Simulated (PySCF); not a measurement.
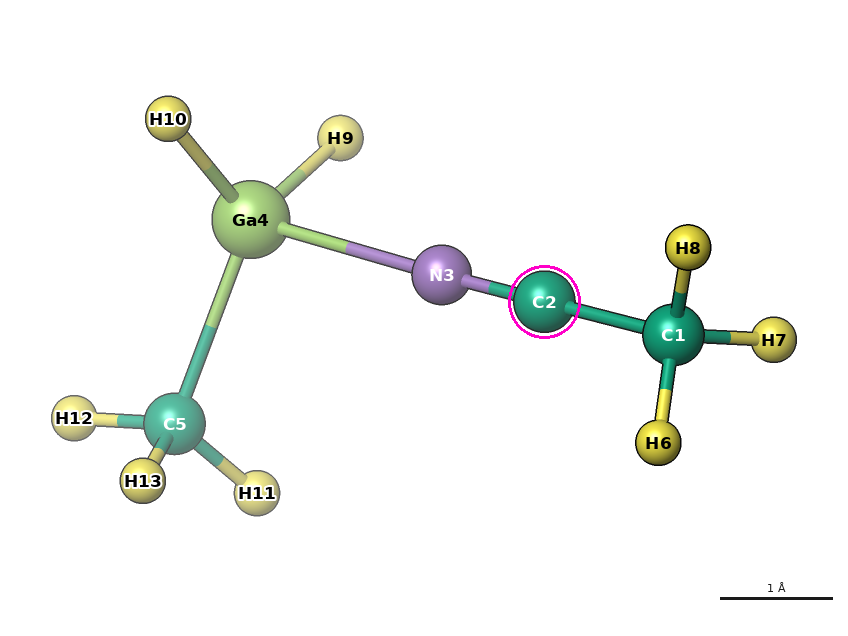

Orthographic view. Atoms fade into the background with distance from the viewer. The geometry was computed by an optimisation with PBE0-D3(BJ)/def2-SVP. No frequency run is at hand to confirm it as a minimum.

**Name the neighbours of the circled atom.**

The circled atom is C2; it is bonded to C1, N3.

**Of C5 and H13, which is nearer the viewer?**

H13; the bond to C5 points away from the viewer, so it looks shorter than its 1.10 Å.

**What is the shortest path along bonds from the circled atom to C5?**

C2–N3–Ga4–C5, 3 bonds; through space the two are 4.14 Å apart.
